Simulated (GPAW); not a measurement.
# STM contrast on N/Cu(110), part 2 of 2

Wanted: filled- and empty-state images of N/Cu(110), with its work function.

GPAW 26.7.0; GPAW, PAW setups; slab in vacuum, relaxation (the session's first sound run).

So far, upper work function (eV): step 2 (relaxation) 5.03.

## (3) The slab's potential (continued)

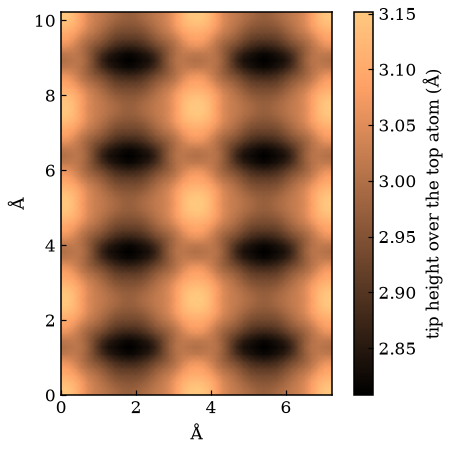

Tip height over the top atom over a1 and a2. Sample bias -1 V, constant current at the mean current 3.0 Å over the top atom. The cell is repeated, with its origin at the lower left corner.

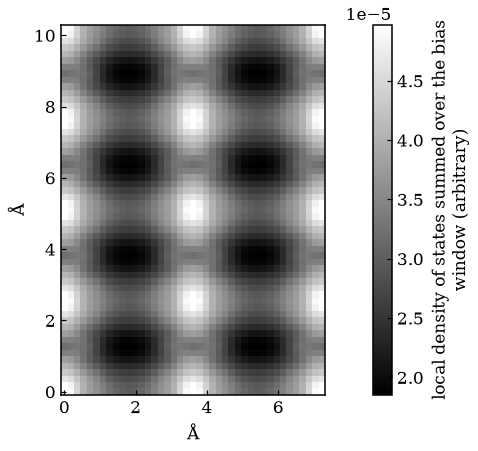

Local density of states summed over the bias window over a1 and a2. Sample bias -1 V, constant height 3.0 Å over the top atom. The cell is repeated, with its origin at the lower left corner.

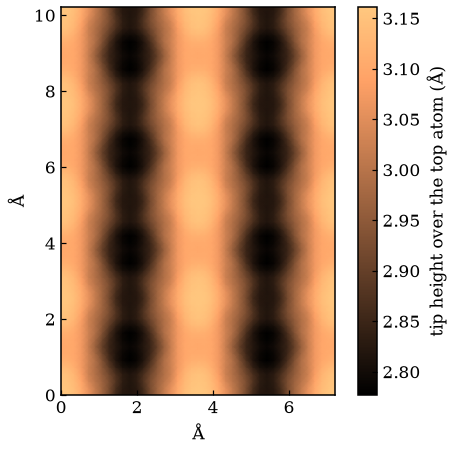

Tip height over the top atom over a1 and a2. Sample bias 1 V, constant current at the mean current 3.0 Å over the top atom. The cell is repeated, with its origin at the lower left corner.

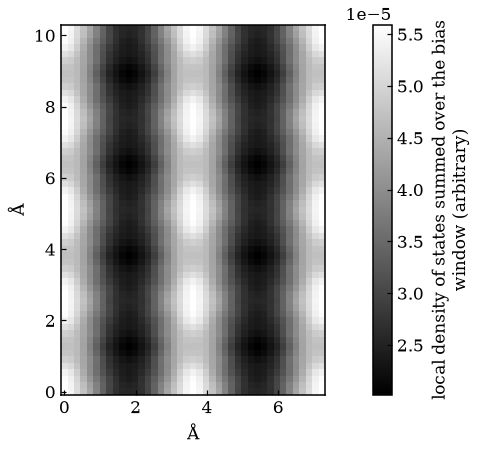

Local density of states summed over the bias window over a1 and a2. Sample bias 1 V, constant height 3.0 Å over the top atom. The cell is repeated, with its origin at the lower left corner.

Force by atom:

```csv
atom,x (eV/Å),y (eV/Å),z (eV/Å),size
Cu1,0.000,0.000,0.246,0.246
Cu2,0.000,0.000,-0.183,0.183
Cu3,0.000,0.000,-0.105,0.105
Cu4,0.000,0.000,0.021,0.021
Cu5,0.000,0.000,0.008,0.008
N6,0.000,0.000,-0.021,0.021
```

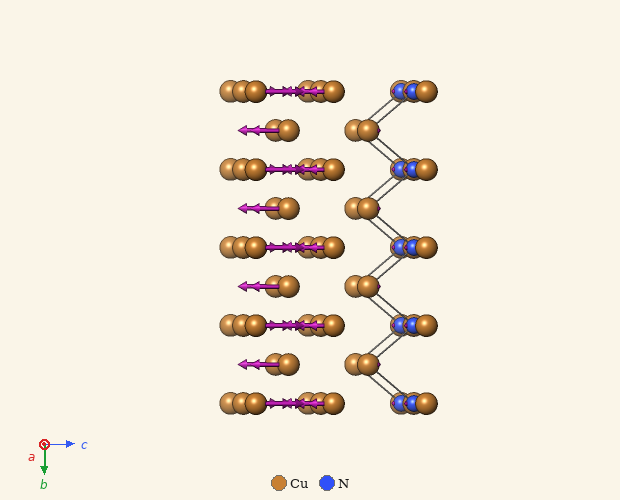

Force as arrows, the longest 0.246 eV/Å. 2×4×1 cells are drawn. Some periodic images of atoms are drawn too.

The potential is flat to 8.7e-4 eV/Å where it is read, so the vacuum is wide enough.

## (4) A changed run

One more run, with changed settings.

The input, run.py:

```python
import json
import numpy as np
from ase import Atoms
from gpaw import GPAW, PW

slab = Atoms(
    ['Cu', 'Cu', 'Cu', 'Cu', 'Cu', 'N'],
    positions=[
        [0.00000, 0.00000, 7.00000],
        [1.80500, 1.27633, 8.27633],
        [0.00000, 0.00000, 9.55266],
        [1.80500, 1.27633, 10.90591],
        [0.00000, -0.00000, 12.61483],
        [1.80500, -0.00000, 12.41402]],
    cell=[[3.61, 0.0, 0.0], [0.0, 2.55266, 0.0], [0.0, 0.0, 20.03422]],
    pbc=[True, True, False])

slab.calc = GPAW(mode=PW(500), xc='PBE', kpts={'size': (9, 12, 1), 'gamma': True},
                 occupations={'name': 'fermi-dirac', 'width': 0.1}, nbands='80%',
                 convergence={'density': 1e-05}, maxiter=75,
                 poissonsolver={'dipolelayer': 'xy'},
                 symmetry={'tolerance': 1e-3}, txt='slab.txt')
result = {}
energy = slab.get_potential_energy()
fermi = slab.calc.get_fermi_level()
v = slab.calc.get_electrostatic_potential().mean((0, 1)) - fermi
n = slab.calc.get_pseudo_density().mean((0, 1))
L = slab.cell[2, 2]
z = np.arange(len(v)) * L / len(v)
low, high = slab.positions[:, 2].min(), slab.positions[:, 2].max()
below, above = np.interp([low - 4.8, high + 4.8], z, v)
slopes = [np.interp(x, z, np.gradient(v, z)) for x in (low - 4.8, high + 4.8)]
eps = np.array([[slab.calc.get_eigenvalues(k, s) for k in range(len(slab.calc.get_ibz_k_points()))]
                for s in range(slab.calc.get_number_of_spins())]) - fermi
top, bottom = eps[eps < 0].max(), eps[eps > 0].min()
dipole = slab.get_dipole_moment()[2]
print(f'energy {energy:.4f} eV, Fermi level {fermi:.4f} eV, dipole {dipole:.5f} e A')
print(f'potential 4.8 A off the faces, from the Fermi level: lower {below:.4f} eV, upper {above:.4f} eV')
print(f'slope of the potential there: lower {slopes[0]:.5f}, upper {slopes[1]:.5f} eV/A')
print(f'nearest levels on the mesh: {top:.4f} and {bottom:.4f} eV')
print('magnetic moment', round(slab.get_magnetic_moment(), 3))
result.update(energy=energy, fermi=fermi, dipole=dipole, below=below, above=above, slopes=slopes, edges=[top, bottom],
              z=z.tolist(), v=v.tolist(), n=n.tolist(), positions=slab.positions.tolist(),
              forces=slab.get_forces(apply_constraint=False).tolist(), moments=slab.get_magnetic_moments().tolist())
json.dump(result, open('result.json', 'w'))
```

Run with:

```
> OMP_NUM_THREADS=1 OPENBLAS_NUM_THREADS=1 python run.py
```

What it wrote:

```text
ValueError: Too few bands!  Electrons: 60.0, bands: 80%
```

The job ended after 0.62 s (1 thread of Arm Neoverse V2, shared host; peak memory 0.1 GiB).

The program refused the input before any cycle.

The program's message: “ValueError: Too few bands! Electrons: 60.0, bands: 80%”

The change that led to it: nbands = "80 % of the filled bands".

## (5) Outcome

```yaml
work_function_upper_and_lower_face: 5.029 and 4.288 eV
dipole_along_the_normal: -0.0382 e Å
corrugation_at_minus_1_v: 0.350 Å
corrugation_at_1_v: 0.389 Å
```

In words: The tip height varies by 0.35 to 0.39 Å over the cell, much the same at every bias tried. Negative sample bias images filled states, positive bias empty ones. The two faces differ by 0.74 eV, the step that the slab's dipole makes (e p/(ε0 A) gives 0.75 eV), so the dipole layer is needed. The images are of Tersoff-Hamann type: an s-wave tip, no tip-sample forces, heights closer than in a microscope. The cell of 9.22 Å² holds one N, started on one chosen site; other sites and coverages weren't tried. The in-plane lattice was kept as typed, which isn't the functional's own and leaves some strain; spin-orbit coupling and temperature are left out.

[Logs are printed without paths, hosts, clocks, repeated set-up lines and the standing remarks that a program may print on its own settings, such as how far it seeks lower states.]

[Hosts, paths, dates, database ids (printed as entryN), source tags and the programs' standing remarks are cut or masked in the printed files.]
